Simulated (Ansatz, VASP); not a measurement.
# Cross-check of TaSi between VASP and Ansatz

Wanted: the spread between two codes on one cell, functional and k mesh. The cell is invented: As first built, before any earlier steps moved the atoms (in the runner's words): it takes the TaC structure with some of its atoms replaced by other elements, volume scaled by an estimate. It may not be a known or stable phase. The cell is taken from a series of VASP runs on this material, whose earlier steps may have relaxed, scaled or displaced it; both programs get it as it stands. Valence electrons are named where the data sets of a main pair hold unlike numbers.

Calculated with Ansatz 0.2.0; plane waves, with VASP 6.6.1 beside it; band structure at PBE, spin-orbit coupling and band structure at r2SCAN, spin-orbit coupling.

## Step 1: Starting point

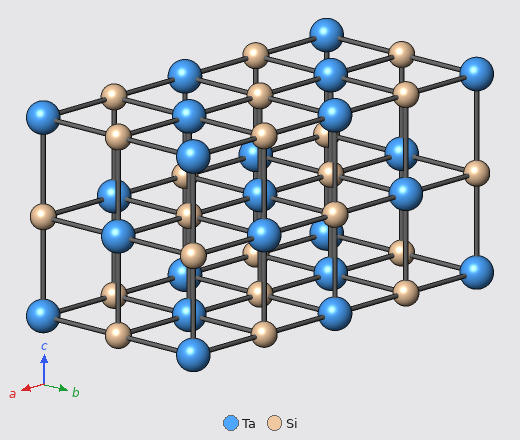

The starting structure, seen from a free direction (tantalum blue, silicon light orange). 2×1×1 cells are drawn. This picture shows the conventional cell, with its axes. Some periodic images of atoms are drawn too.

## Step 2: VASP: band structure, PBE, spin-orbit coupling

A single point gives forces, pressure and levels at one fixed geometry, so differences don't come from the geometry; what else differs is listed under the comparison.

Lines of VASP's logs that name or quote its potential files are left out, and so is its time.

INCAR reads:

```
SYSTEM = TaSi
PREC = Accurate
ENCUT = 400
EDIFF = 1E-06
NELM = 100
ISMEAR = 0
SIGMA = 0.02
LREAL = .FALSE.
ALGO = Normal
GGA = PE
LNONCOLLINEAR = .TRUE.
MAGMOM = 0 0 0 0 0 0
NBANDS = 26
GGA_COMPAT = .FALSE.
LASPH = .TRUE.
LSORBIT = .TRUE.
LMAXMIX = 4
LORBIT = 11
LWAVE = .FALSE.
LCHARG = .FALSE.
KPAR = 4
```

POSCAR reads:

```
TaSi
1.0
    0.0000000000      2.5749683672      2.5749683672
    2.5749683672      0.0000000000      2.5749683672
    2.5749683672      2.5749683672      0.0000000000
Ta Si
1 1
Direct
    0.0000000000      0.0000000000      0.0000000000
    0.5000000000      0.5000000000      0.5000000000
```

KPOINTS reads:

```
Automatic mesh
0
Gamma
6 6 6
0 0 0
```

KPOINTS_OPT reads:

```
Line mode
16
Line-mode
Reciprocal
  0.00000000   0.00000000   0.00000000 GAMMA
  0.50000000   0.00000000   0.50000000 X

  0.50000000   0.00000000   0.50000000 X
  0.50000000   0.25000000   0.75000000 W

  0.50000000   0.25000000   0.75000000 W
  0.37500000   0.37500000   0.75000000 K

  0.37500000   0.37500000   0.75000000 K
  0.00000000   0.00000000   0.00000000 GAMMA

  0.00000000   0.00000000   0.00000000 GAMMA
  0.50000000   0.50000000   0.50000000 L

  0.50000000   0.50000000   0.50000000 L
  0.62500000   0.25000000   0.62500000 U

  0.62500000   0.25000000   0.62500000 U
  0.50000000   0.25000000   0.75000000 W

  0.50000000   0.25000000   0.75000000 W
  0.50000000   0.50000000   0.50000000 L

  0.50000000   0.50000000   0.50000000 L
  0.37500000   0.37500000   0.75000000 K

  0.62500000   0.25000000   0.62500000 U
  0.50000000   0.00000000   0.50000000 X
```

The projector-augmented-wave data sets are Ta_pv and Si (PBE family, release 64).

Started as:

```console
mpirun -np 4 vasp_ncl
```

Numbers of over 12 decimals in the logs are rounded to 6 here.

Output:

```text
[banner, memory and clock lines left out]
running    4 mpi-ranks, on    1 nodes
 distrk:  each k-point on    1 cores,    4 groups
 distr:  one band on    1 cores,    1 groups

 POSCAR found type information on POSCAR TaSi
 POSCAR found :  2 types and       2 ions
 LDA part: xc-table for (Slater+PW92), standard interpolation
 POSCAR, INCAR and KPOINTS ok, starting setup
 FFT: planning ... GRIDC
 FFT: planning ... GRID_SOFT
 FFT: planning ... GRID
 WAVECAR not read
 entering main loop
       N       E                     dE             d eps       ncg     rms          rms(c)
DAV:   1     0.914779918260E+02    0.91478E+02   -0.65027E+03   840   0.907E+02
DAV:   2    -0.159577045388E+02   -0.10744E+03   -0.10250E+03  1034   0.277E+02
DAV:   3    -0.192894077720E+02   -0.33317E+01   -0.32791E+01  1006   0.463E+01
DAV:   4    -0.193254099142E+02   -0.36002E-01   -0.35843E-01   950   0.501E+00
DAV:   5    -0.193258779408E+02   -0.46803E-03   -0.46795E-03   920   0.577E-01    0.154E+01
DAV:   6    -0.181144782922E+02    0.12114E+01   -0.26065E+00   912   0.131E+01    0.593E+00
DAV:   7    -0.180678375169E+02    0.46641E-01   -0.25911E-01   984   0.402E+00    0.225E+00
DAV:   8    -0.180619150484E+02    0.59225E-02   -0.12661E-02   898   0.793E-01    0.866E-01
DAV:   9    -0.180618209043E+02    0.94144E-04   -0.52347E-04   966   0.188E-01    0.202E-01
DAV:  10    -0.180617622996E+02    0.58605E-04   -0.29883E-04   924   0.118E-01    0.964E-02
DAV:  11    -0.180617785095E+02   -0.16210E-04   -0.44279E-05   886   0.643E-02    0.108E-02
DAV:  12    -0.180617768613E+02    0.16482E-05   -0.31921E-06   894   0.177E-02    0.238E-03
DAV:  13    -0.180617765079E+02    0.35338E-06   -0.31722E-07   426   0.487E-03
   1 F= -.18061777E+02 E0= -.18061526E+02  d E =-.500513E-03  mag=     0.0000     0.0000    -0.0000
 Start KPOINTS_OPT (optional k-point list driver)
k-point batch [1-16\160]
       N       E                     dE             ncg
DAV:   1    -0.442222970285E+03   -0.38496E+04      872
DAV:   2    -0.210675219118E+04   -0.16645E+04     1058
DAV:   3    -0.215419393711E+04   -0.47442E+02      920
DAV:   4    -0.215470771456E+04   -0.51378E+00      876
DAV:   5    -0.215471620992E+04   -0.84954E-02      912
DAV:   6    -0.215471645250E+04   -0.24259E-03      940
DAV:   7    -0.215471646114E+04   -0.86350E-05      926
DAV:   8    -0.215471646143E+04   -0.29458E-06      530
[...]
k-point batch [145-160\160]
       N       E                     dE             ncg
DAV:   1    -0.434516439094E+03   -0.85557E+04      840
DAV:   2    -0.213145909759E+04   -0.16969E+04     1066
DAV:   3    -0.217820555244E+04   -0.46746E+02      914
DAV:   4    -0.217864472934E+04   -0.43918E+00      894
DAV:   5    -0.217865167284E+04   -0.69435E-02      890
DAV:   6    -0.217865185946E+04   -0.18662E-03      956
DAV:   7    -0.217865186562E+04   -0.61628E-05      884
DAV:   8    -0.217865186582E+04   -0.19867E-06      556
```

From OUTCAR (step 2):

```text
ion  position               nearest neighbor table
   1  0.000  0.000  0.000-   2 2.57   2 2.57   2 2.57   2 2.57   2 2.57   2 2.57
   2  0.500  0.500  0.500-   1 2.57   1 2.57   1 2.57   1 2.57   1 2.57   1 2.57

  LATTYP: Found a face centered cubic cell.
 ALAT       =     5.1499367344

 Subroutine GETGRP returns: Found 48 space group operations
 (whereof 48 operations were pure point group operations)

The static configuration has the point symmetry O_h .

 Found     16 irreducible k-points:

   k-points           NKPTS =     16   k-points in BZ     NKDIM =     16   number of bands    NBANDS=     26

   dimension x,y,z NGX =    24 NGY =   24 NGZ =   24
   dimension x,y,z NGXF=    48 NGYF=   48 NGZF=   48

   ENCUT  =  400.0 eV  29.40 Ry    5.42 a.u.   5.94  5.94  5.94*2*pi/ulx,y,z

   NELECT =      15.0000    total number of electrons

 k-points in reciprocal lattice and weights: Automatic mesh
   0.00000000  0.00000000  0.00000000       0.005
   0.16666667  0.00000000  0.00000000       0.037
   0.33333333  0.00000000  0.00000000       0.037
   0.50000000  0.00000000  0.00000000       0.019
   0.16666667  0.16666667  0.00000000       0.028
   0.33333333  0.16666667  0.00000000       0.111
   0.50000000  0.16666667  0.00000000       0.111
  -0.33333333  0.16666667  0.00000000       0.111
  -0.16666667  0.16666667  0.00000000       0.056
[...]
-0.33333333  0.33333333  0.16666667       0.111
  -0.33333333  0.50000000  0.16666667       0.056

 average (electrostatic) potential at core
       1 -36.1096       2 -81.6376

 E-fermi :   7.5137

 k-point     1 :       0.0000    0.0000    0.0000
  band No.  band energies     occupation
    ...
     14       6.2888      1.00000
     15       6.8288      1.00000
     16       6.8288      1.00000
     17       6.8288      1.00000
     18       6.8288      1.00000
     19       9.4525      0.00000
     20       9.4525      0.00000
     21       9.7706      0.00000
     22       9.7706      0.00000
     23       9.7706      0.00000
    ...

 k-point     2 :       0.1667    0.0000    0.0000
  band No.  band energies     occupation
    ...
     14       5.6703      1.00000
     15       6.6988      1.00000
     16       6.6988      1.00000
     17       6.8320      1.00000
     18       6.8320      1.00000
     19       9.2149      0.00000
     20       9.2149      0.00000
     21      11.2851      0.00000
     22      11.2851      0.00000
     23      11.4236      0.00000
    ...

 k-point     3 :       0.3333    0.0000    0.0000
  band No.  band energies     occupation
    ...
     10       2.7558      1.00000
     11       4.3772      1.00000
     12       4.3772      1.00000
     13       4.5249      1.00000
     14       4.5249      1.00000
     15       7.9359      0.00000
     16       7.9359      0.00000
     17       8.0542      0.00000
     18       8.0542      0.00000
     19       9.1601      0.00000
    ...

  Total       -0.0074672     -0.0074672     -0.0074672      0.0000000     -0.0000000      0.0000000
  in kB       -0.3503681     -0.3503681     -0.3503681      0.0000000     -0.0000000      0.0000000
  external PRESSURE =      -0.3503681 kB  Pullay stress =       0.0000000 kB

  energy-cutoff  :      400.00
  volume of cell :       34.15
      direct lattice vectors                 reciprocal lattice vectors
     0.000000000  2.574968367  2.574968367    -0.194177143  0.194177143  0.194177143
     2.574968367  0.000000000  2.574968367     0.194177143 -0.194177143  0.194177143
     2.574968367  2.574968367  0.000000000     0.194177143  0.194177143 -0.194177143

 POSITION                                       TOTAL-FORCE (eV/Angst)
 -----------------------------------------------------------------------------------
      0.00000      0.00000      0.00000         0.000000      0.000000      0.000000
      2.57497      2.57497      2.57497        -0.000000     -0.000000     -0.000000
 -----------------------------------------------------------------------------------
    total drift:                                0.000000     -0.000000     -0.000000

  FREE ENERGIE OF THE ION-ELECTRON SYSTEM (eV)
  ---------------------------------------------------
  free  energy   TOTEN  =       -18.0617765079 eV

  energy  without entropy=      -18.0612759944  energy(sigma->0) =      -18.06152625

 Spin-Orbit-Coupling matrix elements
 Ion:    1  E_soc:     -1.3748831
 Ion:    2  E_soc:     -0.0013030

 total charge
# of ion       s       p       d       tot
------------------------------------------
    1        0.292   6.144   2.408   8.844
    2        0.775   1.000   0.000   1.775
--------------------------------------------------
tot          1.067   7.144   2.408  10.619

 magnetization (x)
# of ion       s       p       d       tot
------------------------------------------
    1        0.000  -0.000  -0.000  -0.000
    2        0.000   0.000   0.000   0.000
--------------------------------------------------
tot          0.000   0.000  -0.000   0.000

 magnetization (y)
# of ion       s       p       d       tot
------------------------------------------
    1        0.000   0.000   0.000   0.000
    2        0.000  -0.000   0.000  -0.000
--------------------------------------------------
tot          0.000   0.000   0.000   0.000

 magnetization (z)
# of ion       s       p       d       tot
------------------------------------------
    1        0.000  -0.000   0.000   0.000
    2        0.000  -0.000   0.000  -0.000
--------------------------------------------------
tot          0.000  -0.000   0.000  -0.000

[... 3 further parts left out ...]
```

The run ends at a pressure of -0.04 GPa.

## Step 3: Ansatz: band structure, PBE, spin-orbit coupling

Ansatz runs on its fully relativistic PAW (standard-fr) files.

The same cell, functional, mesh and smearing now go to Ansatz, which takes its cutoff from its data sets.

input.yaml reads:

```yaml
crystal:
  lattice:
    - [0.0, 2.5749683672, 2.5749683672]
    - [2.5749683672, 0.0, 2.5749683672]
    - [2.5749683672, 2.5749683672, 0.0]
  atoms:
    - { symbol: Ta, position: [0.0, 0.0, 0.0] }
    - { symbol: Si, position: [0.5, 0.5, 0.5] }
hamiltonian:
  xc: pbe
  pseudopotentials: { kind: paw_fr }
magnetization:
  noncollinear: true
  spin_orbit: true
kpoints:
  mp_grid: { grid: [6, 6, 6] }
  band_path:
    path:
      - [0.0, 0.0, 0.0]
      - [0.16667, 0.0, 0.16667]
      - [0.33333, 0.0, 0.33333]
      - [0.5, 0.0, 0.5]
      - [0.5, 0.08333, 0.58333]
      - [0.5, 0.18333, 0.68333]
      - [0.5, 0.25, 0.75]
      - [0.45, 0.3, 0.75]
      - [0.40833, 0.34167, 0.75]
      - [0.35, 0.35, 0.7]
      - [0.225, 0.225, 0.45]
      - [0.075, 0.075, 0.15]
      - [0.03333, 0.03333, 0.03333]
      - [0.23333, 0.23333, 0.23333]
      - [0.4, 0.4, 0.4]
      - [0.51667, 0.46667, 0.51667]
      - [0.55833, 0.38333, 0.55833]
      - [0.60833, 0.28333, 0.60833]
      - [0.60833, 0.25, 0.64167]
      - [0.55833, 0.25, 0.69167]
      - [0.51667, 0.25, 0.73333]
      - [0.5, 0.3, 0.7]
      - [0.5, 0.38333, 0.61667]
      - [0.5, 0.48333, 0.51667]
      - [0.475, 0.475, 0.55]
      - [0.425, 0.425, 0.65]
      - [0.38333, 0.38333, 0.73333]
      - [0.59167, 0.18333, 0.59167]
      - [0.55, 0.1, 0.55]
      - [0.5, 0.0, 0.5]
    npoints: 1
scf:
  occupations: { method: gaussian, width: 0.02 }
  n_extra_bands: 14
output:
  forces: true
  stress: true
  eigenvalues: true
```

Started as:

```console
ansatz run input.yaml --threads 2 --pin off --max-ram 4608MiB --backend cpu --events-out ev --progress --plain --runs-dir out
```

Output:

```text
scf.n_extra_bands = 14 over 17 filled bands (N_el = 17.0): the run solves 31 bands
Engine: ansatz 0.2.0, aarch64-unknown-linux-gnu
Pseudopotentials: kind: paw_fr
Pseudopotential: Ta, paw_fr, valence charge 13, recommended cutoff 420 eV (normal), Ta.paw.azcp#standard-fr
Pseudopotential: Si, paw_fr, valence charge 4, recommended cutoff 420 eV (normal), Si.paw.azcp#standard-fr
Functional definition: PBE
  parameter kappa = 0.804
  parameter beta = 0.066725
  exchange = pbe_x(kappa = kappa, mu = beta*pi^2/3)
  correlation = pbe_c(beta = beta)
non-collinear run that drives no moment, with spin-orbit: no starting moment large enough to seed its density (crystal.atoms[].spin), no starting occupations that ask for one, no magnetisation constraint and no magnetic field, so the semilocal B_xc is pinned to zero
Crystal: 2 atoms, lattice volume = 34.146 Å³
Basis set: ecut = 420 eV, 645 PW (Γ), exchange–correlation on 50×50×50 points (8 copies of the dense FFT grid, shifted against one another)
Bands: 31, of which v1, the nominal top of the filled ones, is band 17 counted from 1 (16 counted from 0)
Symmetry: 48 space group operations + 48 with time reversal
Magnetic group: BNS 225.117 (UNI 1619), of the structure as read, at distance tolerance 3.2e-5 Å
k-points: 16 of 216
Projection manifold: j_resolved (fully-relativistic pseudo-atomic orbitals)
Non-local potential: Ta, projectors of the file, l = 0: 3, l = 1: 4, l = 2: 4, l = 3: 2
Non-local potential: Si, projectors of the file, l = 0: 2, l = 1: 4, l = 2: 4
PAW form: soft (Blöchl's): semilocal exchange-correlation on the pseudo side does not see the compensation charge
PAW one-centre angular grid: Ta, 590 points (default); XC on 64 Gauss nodes
PAW one-centre angular grid: Si, 110 points (default); XC on 64 Gauss nodes
Initial density: superposition of atomic densities (chi_scale 0.1, normalization cell, long waves kept (reshape's long-wave potential 0.00 eV rms))
Initial wavefunctions: pseudopotential atomic-orbital guess
Functional: x = pbe(κ = 0.804, μ = 0.219515), c = pbe(β = 0.066725)
SCF iter   1: F=—  HF=-10590.927555 eV  |F-HF|=—  |Δ(HF+E_count)|=         —  Δρ=4.15e-2  dr2=7.36e-1  dr2_m=0.00e0 (ungated)  ethr=3.10e-3  |M|=0.00e0 ∫|m|=0.00e0 μB  |m|>n=0.0e0 m-floor=0.0e0 τ_xc=0.0e0  β_m=0.30  ⟨swp⟩=5.6  Hψ=2636  notcnv=0  defer=32
preconditioner: auto → none  [insulator: Δε(μ)=0.080 eV  Ē_g=9.641 eV  σ=0.020 eV  W_gap=0.75  n_scr=8 (ndim 8)  ℏωp=19.1 eV  f_vac=0.000  D(μ)=2.50/eV (n_scr^D=26)  ε∞_Penn≈4.9]
SCF iter   2: F=—  HF=-10590.735310 eV  |F-HF|=—  |Δ(HF+E_count)|=   1.92e-1  Δρ=2.16e-2  dr2=9.15e-2  dr2_m=0.00e0 (ungated)  ethr=3.10e-3  |M|=0.00e0 ∫|m|=0.00e0 μB  |m|>n=0.0e0 m-floor=0.0e0 τ_xc=0.0e0  β_m=0.37  ⟨swp⟩=2.3  Hψ=788  notcnv=0  defer=105
SCF iter   3: F=—  HF=-10590.733722 eV  |F-HF|=—  |Δ(HF+E_count)|=   1.59e-3  Δρ=1.09e-2  dr2=1.83e-2  dr2_m=0.00e0 (ungated)  ethr=5.38e-4  |M|=0.00e0 ∫|m|=0.00e0 μB  |m|>n=0.0e0 m-floor=0.0e0 τ_xc=0.0e0  β_m=0.60  ⟨swp⟩=2.2  Hψ=588  notcnv=0  defer=106
SCF iter   4: F=—  HF=-10590.737501 eV  |F-HF|=—  |Δ(HF+E_count)|=   3.78e-3  Δρ=3.30e-4  dr2=2.08e-5  dr2_m=0.00e0 (ungated)  ethr=1.08e-4  |M|=0.00e0 ∫|m|=0.00e0 μB  |m|>n=0.0e0 m-floor=0.0e0 τ_xc=0.0e0  β_m=0.64  ⟨swp⟩=1.9  Hψ=526  notcnv=0  defer=106
SCF iter   5: F=—  HF=-10590.737531 eV  |F-HF|=—  |Δ(HF+E_count)|=   2.97e-5  Δρ=1.46e-4  dr2=2.34e-6  dr2_m=0.00e0 (ungated)  ethr=1.22e-7  |M|=0.00e0 ∫|m|=0.00e0 μB  |m|>n=0.0e0 m-floor=0.0e0 τ_xc=0.0e0  β_m=0.82  ⟨swp⟩=2.2  Hψ=763  notcnv=0  defer=106
SCF iter   6: F=—  HF=-10590.737531 eV  |F-HF|=—  |Δ(HF+E_count)|=   4.09e-7  Δρ=2.59e-5  dr2=1.91e-7  dr2_m=0.00e0 (ungated)  ethr=1.38e-8  |M|=0.00e0 ∫|m|=0.00e0 μB  |m|>n=0.0e0 m-floor=0.0e0 τ_xc=0.0e0  β_m=0.72  ⟨swp⟩=2.9  Hψ=674  notcnv=0  defer=106
SCF iter   7: F=-10590.737531 eV  HF=-10590.737531 eV  |F-HF|=1.54e-8  |Δ(HF+E_count)|=   6.90e-8  Δρ=9.79e-6  dr2=2.32e-8  dr2_m=0.00e0 (ungated)  ethr=5.88e-10  |M|=0.00e0 ∫|m|=0.00e0 μB  |m|>n=0.0e0 m-floor=0.0e0 τ_xc=0.0e0  ⟨swp⟩=10.2  Hψ=2502  notcnv=0
SCF 1 converged in 7 iterations: F = -10590.737531 eV  dr2 = 2.32e-8
  greatest PAW one-centre occupation: 0.999 electrons in one spin orbital (limit 2), on the Ta atom at site 0 (counted from 0), in its partial waves of l = 0
NSCF: frozen V_eff on 30 k-points
SCF converged after 7 iterations
Magnetization: |M| = 0.0000 μB,  M = (+0.0000, +0.0000, +0.0000) μB
Absolute magnetization: 0.0000 μB (∫|m|)
  site 0: m = (+0.0000, +0.0000, +0.0000) μB, |m| = 0.0000 μB  (R = 1.06 Å)
  site 1: m = (+0.0000, +0.0000, +0.0000) μB, |m| = 0.0000 μB  (R = 1.06 Å)
Free energy (F): -10590.737531 eV
Harris-Foulkes:  -10590.737531 eV  (|F-HF|=1.54e-8)
Internal energy: -10590.737018 eV  (E = F + TS)
E sigma→0 (E₀):  -10590.737274 eV
Entropy (-TS):   -0.000513 eV (-0.257 meV/atom)
Fermi energy:    14.715213 eV
--- Per-component energies (eV) ---
  E_band       = -141.072570
  E_kinetic    = 406.995459
  E_local      = -757.512737  (includes V_loc(G=0)·N_el)
  E_nonlocal   = 37.856424
  E_hartree    = 269.128469
  E_xc         = -273.974859
  E_vxc        = -251.436915  (∫ρ·V_xc dr)
  E_paw        = -8928.969146  (= ΣΔE_a)
  E_vpaw       = -115.232863  (= ΣTr[D̂ρ^β])
  E_aug_tail   = 0.000123  (compensation charges beyond the density's cutoff)
  E_ewald      = -1344.260752
  E_smearing   = -0.000513  (= −TS)
  E_closure    = 0.000000  (closes the sum)
  Σ components = -10590.737531   (vs F -10590.737531, Δ=0.00e0)
--- Forces (eV/Å), atoms counted from 1 ---
  atom   1  Ta     0.00000000     0.00000000     0.00000000
  atom   2  Si    -0.00000000     0.00000000     0.00000000
  max |Σ_I F_I| component: 2.58e-25 eV/Å
--- Stress (GPa, compression-positive) ---
       -0.281070       0.000000       0.000000
        0.000000      -0.281070      -0.000000
        0.000000      -0.000000      -0.281070
  P = ⅓ Tr σ = -0.2811 GPa (-2.811 kbar)
--- Band table (eV; the first three rows and the last of 16) ---
  k-point 0: bands = [... 13 lower, 13.1521, 13.4910, 13.4910, 14.0382, 14.0382, 14.0382, 14.0382, 16.5848, ... 10 higher]
  k-point 1: bands = [... 13 lower, 12.6276, 12.8673, 12.8673, 13.9015, 13.9015, 14.0361, 14.0361, 16.3892, ... 10 higher]
  k-point 2: bands = [... 13 lower, 11.5699, 11.7193, 11.7193, 15.1409, 15.1409, 15.2620, 15.2620, 16.3572, ... 10 higher]
  k-point 15: bands = [... 13 lower, 10.9075, 11.4963, 11.4963, 15.3496, 15.3496, 15.7370, 15.7370, 16.7301, ... 10 higher]
```

Elapsed: 7.6 s, on 2 threads of Arm Neoverse N1, shared host; peak memory 0.36 GiB; 14 s of CPU time.

Reading the cycles: dr2 is the Hartree energy of the density residual (eV), the measure of convergence; HF is the Harris–Foulkes estimate of the energy, which meets the free energy F at convergence.

## Step 4: Differences

Known differences besides the potentials themselves: spin-orbit coupling enters by fully relativistic files in Ansatz and inside the spheres in VASP; the data sets hold 17 valence electrons in Ansatz (on its fully relativistic PAW (standard-fr) files) and 15 in VASP; the cutoff is 420 eV in Ansatz and 400 eV in VASP. Total energies have different zeros and are not compared.

Both answers:

```csv
quantity,Ansatz,VASP,difference
pressure (GPa),-0.28,-0.04,-0.25
```

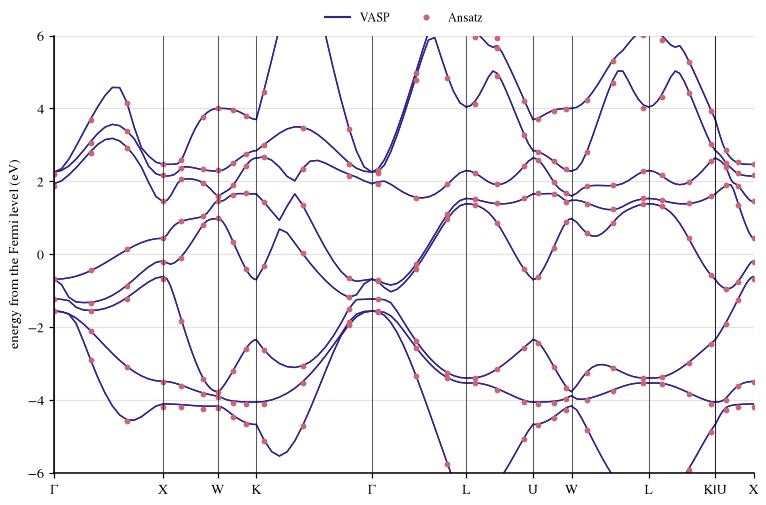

Bands from VASP (lines) and levels from Ansatz (dots). Dots without a line are higher empty bands that the VASP plot leaves out.

Levels from 3 eV below to 2 eV above the Fermi level differ by 20 meV r.m.s. and 74 meV at most; each VASP level is matched to the nearest of Ansatz, which flatters the figure a little.

(Continued in part 2 of 2.)

[Lines on the potential files, build, host, timing and source positions are cut from VASP's logs without a mark.]

[Logs are printed without paths, hosts, clocks, repeated set-up lines and the standing remarks that a program may print on its own settings, such as how far it seeks lower states.]

[Hosts, paths, dates, database ids (printed as entryN), source tags and the programs' standing remarks are cut or masked in the printed files.]
